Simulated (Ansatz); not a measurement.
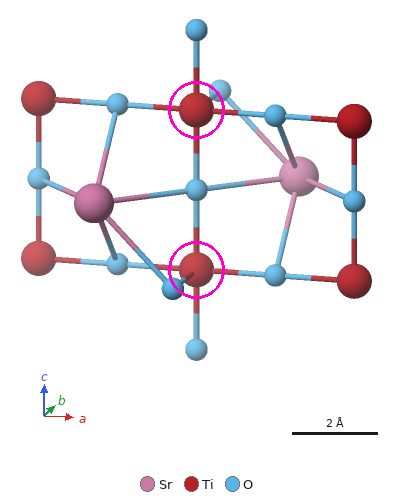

Perfect SrTiO₃. Style: ball-and-stick. Shown: the atoms within 4.6 Å of one point, in a slice 3.4 Å thick across the line of sight, slightly off an axis.

These are results of Ansatz 0.2.0, DFT, PBEsol, PAW, plane waves, not measurements. Set-up: plane-wave cutoff 420 eV; k-point mesh 1 × 1 × 1; mesh shifted by (0.25, 0.25, 0.25); no spin polarisation. Fermi-Dirac smearing of 0.01 eV. The axes drawn are those of the host's conventional cell.

A titanium atom is replaced by calcium and a titanium atom is taken out (a vacancy), the two sites 3.9 Å apart at the ringed places, in charge state 0. The supercell has 40 sites, and the atoms are relaxed at the host's cell.

Q: How do the neighbours respond?

A: In the host the Ti atom has 6 O at 1.95 Å; the Ca atom ends with 5 O at 2.11 to 2.23 Å. Around the empty Ti site the host had 6 O at 1.95 Å; after relaxation the nearest atoms are 2 O at 1.28 to 1.49 Å. Of the host's atoms, an oxygen atom moves furthest from its site, by 1.58 Å. The Ca atom itself moves 0.40 Å from where it was put.

The relaxed defect, seen from the same direction:

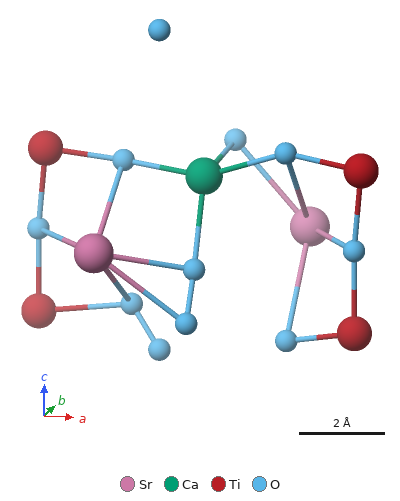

Limits of the set-up: the periodic images lie only 7.8 Å apart, so the values are limited by the cell's size.
